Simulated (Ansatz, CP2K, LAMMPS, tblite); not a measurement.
## Li+ BF4- in ethylene carbonate and trimethyl phosphate at 350 K (137 atoms): runs against a plane-wave reference

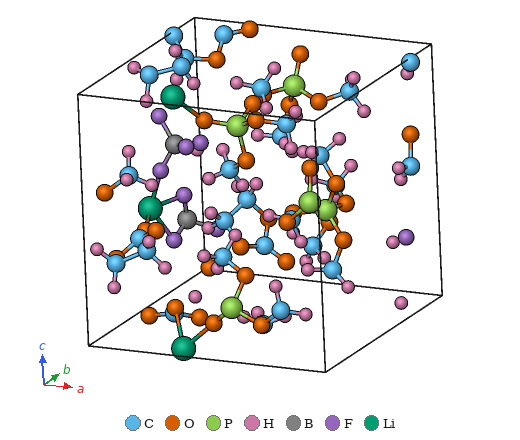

The cell (carbon blue, oxygen orange, phosphorus green, hydrogen pink, boron grey, fluorine purple, lithium teal). Bonds to atoms that aren't drawn are left out. Some periodic images of atoms are drawn too.

Density of this cell: 1.30 g/cm³. The cell holds 137 atoms: 27 C, 32 O, 5 P, 61 H, 2 B, 8 F and 2 Li. Cell: a = 11.660 Å, b = 11.660 Å, c = 11.660 Å, α = 90.0°, β = 90.0°, γ = 90.0°. 4 ethylene carbonate, 5 trimethyl phosphate, 2 Li+, 2 BF4- placed at random, at 1.3 g/cm³; overlaps pushed apart, then 10 ps at 550 K with stiff harmonic cages for PF6 and BF4 with UFF radii; Joung-Cheatham ions (J. Phys. Chem. B 112, 9020 (2008)); MMFF94 bonds, angles, torsions, charges and radii (Halgren, J. Comput. Chem. 17, 490 (1996)) in harmonic and 12-6 forms; charges of ions scaled by 0.8. Snapshot after 30 ps at 350 K and fixed volume.

Geometry: as built.

The reference, a calculation:

* method: Kohn-Sham DFT, PBE, PAW, plane waves (Ansatz 0.2.0); cutoff 420 eV, Γ point, fermi-dirac smearing of 0.05 eV; PAW set soft_2
* r.m.s. force component: 1.052 eV/Å
* longest force: 4.472 eV/Å
* pressure: 2.464 GPa
* gap (highest filled to lowest empty level): 5.131 eV
* SCF cycles: 11
* time: 32 s on 4 threads of Arm Neoverse V1, shared host
* CPU time: 1.8 min

Q: Estimate the differences from the reference, the CPU time and the memory of each run.
- CP2K PBE, SZV-MOLOPT-SR, 800/50 Ry, TRS4 filter 1e-05, SCF 1e-06 (CP2K 2026.2; 2 threads)
- CP2K PBE, SZV-MOLOPT-SR, 800/50 Ry, TRS4 filter 1e-03, SCF 1e-04 (CP2K 2026.2; 2 threads)
- CP2K PBE, SZV-MOLOPT-SR, 800/50 Ry, diagonalisation (CP2K 2026.2; 2 threads)
- CP2K PBE, SZV-MOLOPT-SR, 800/50 Ry, TRS4 filter 1e-04, SCF 1e-05 (CP2K 2026.2; 2 threads)
- CP2K PBE, DZVP-MOLOPT-SR, 800/50 Ry, diagonalisation (CP2K 2026.2; 2 threads)
- CP2K PBE, DZVP-MOLOPT-SR, 560/50 Ry, diagonalisation (CP2K 2026.2; 4 MPI ranks)
- tblite GFN1-xTB (tblite 0.8.0; 1 thread)
- CP2K PBE, DZVP-MOLOPT-SR, 1120/50 Ry, diagonalisation (CP2K 2026.2; 1 thread)

Differences are against the plane-wave reference, forces as r.m.s. over components; share is that over the reference's r.m.s. force, slope the least-squares factor from reference forces to these. Total energies of different programs have different zeros and aren't compared.

```
                                                                      run  Δ force, r.m.s. (meV/Å)  share (%)  slope  Δ pressure (GPa)  Δ gap (eV)  cores  CPU time  memory (GiB)
                                                                reference                        -          -      -                 -           -      4   1.8 min           2.0
CP2K PBE, SZV-MOLOPT-SR, 800/50 Ry, TRS4 filter 1e-05, SCF 1e-06 (coarse)                     2203        209  1.183              17.0           -      2   3.5 min           2.9
CP2K PBE, SZV-MOLOPT-SR, 800/50 Ry, TRS4 filter 1e-03, SCF 1e-04 (coarse)                     2292        218  1.166              18.3           -      2      75 s           2.9
             CP2K PBE, SZV-MOLOPT-SR, 800/50 Ry, diagonalisation (coarse)                     2200        209  1.187              17.1       -1.75      2   5.8 min           5.5
CP2K PBE, SZV-MOLOPT-SR, 800/50 Ry, TRS4 filter 1e-04, SCF 1e-05 (coarse)                     2205        210  1.191              17.5           -      2   1.8 min           2.9
                     CP2K PBE, DZVP-MOLOPT-SR, 800/50 Ry, diagonalisation                      135       12.8  1.048             0.728       0.113      2     9 min           5.6
            CP2K PBE, DZVP-MOLOPT-SR, 560/50 Ry, diagonalisation (coarse)                      143       13.6  1.051             0.731       0.113      4   8.4 min           5.3
                                                          tblite GFN1-xTB                      322       30.6  0.930             -2.46           -      1     5.6 s          0.17
                    CP2K PBE, DZVP-MOLOPT-SR, 1120/50 Ry, diagonalisation                      135       12.9  1.048             0.726       0.113      1    10 min           8.9
```

Rows marked coarse were listed beforehand as settings not expected to be converged; some can still land near the reference.

CPU time is summed over cores on a shared host, where runs went side by side, so it is rough. Symmetry, cutoffs, thresholds, outputs and thread counts weren't matched or tuned between programs; memory under MPI is the largest rank's times the ranks.

The PBE runs in local orbitals, coarse settings apart, differ by 13 % in each run; basis, grid and potentials can all enter. Tight binding differs by 31 % (tblite GFN1-xTB); it is another model, with fitted parameters of its own, and the xTB methods hold dispersion. Runs with settings chosen to be coarse differ by 14 % (CP2K PBE, DZVP-MOLOPT-SR, 560/50 Ry, diagonalisation) to 218 % (CP2K PBE, SZV-MOLOPT-SR, 800/50 Ry, TRS4 filter 1e-03, SCF 1e-04), their programs' other errors included. One electronic-structure run takes under half the reference's CPU time: tblite GFN1-xTB, at 31 % in 5.6 s against 1.8 min; its pressure misses by -2.5 GPa. Periodic xTB results under one method name differ between programs and library versions. The network of contacts between molecules at the start is that of the classical potential that made the cell, and needn't be the one that DFT or experiment would give. The electronic-structure runs sample only Γ, in a cell whose shortest periodic width is 12 Å.

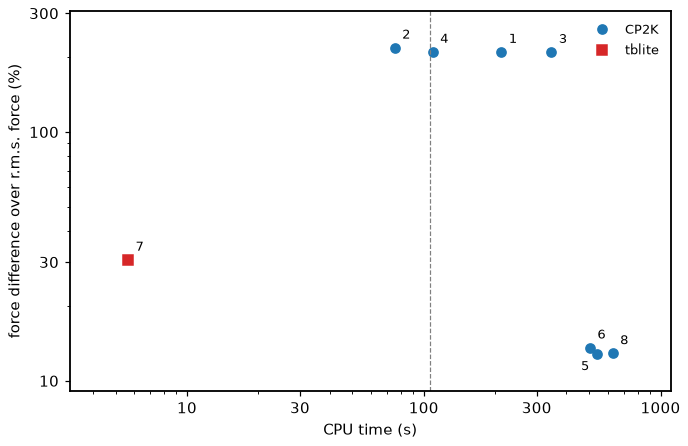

Force difference against CPU time; the dashed line marks the reference's time. Points: 1 CP2K PBE, SZV-MOLOPT-SR, 800/50 Ry, TRS4 filter 1e-05, SCF 1e-06; 2 CP2K PBE, SZV-MOLOPT-SR, 800/50 Ry, TRS4 filter 1e-03, SCF 1e-04; 3 CP2K PBE, SZV-MOLOPT-SR, 800/50 Ry, diagonalisation; 4 CP2K PBE, SZV-MOLOPT-SR, 800/50 Ry, TRS4 filter 1e-04, SCF 1e-05; 5 CP2K PBE, DZVP-MOLOPT-SR, 800/50 Ry, diagonalisation; 6 CP2K PBE, DZVP-MOLOPT-SR, 560/50 Ry, diagonalisation; 7 tblite GFN1-xTB; 8 CP2K PBE, DZVP-MOLOPT-SR, 1120/50 Ry, diagonalisation.

[Logs are printed without paths, hosts, clocks, repeated set-up lines and the standing remarks that a program may print on its own settings, such as how far it seeks lower states.]

[Hosts, paths, dates, database ids (printed as entryN), source tags and the programs' standing remarks are cut or masked in the printed files.]

[The MMFF94 radii named for the starting cell were scaled by 0.96; in molecules described by MMFF94, hydrogen bound to N, O or S took a small fixed 12-6 site in their place.]
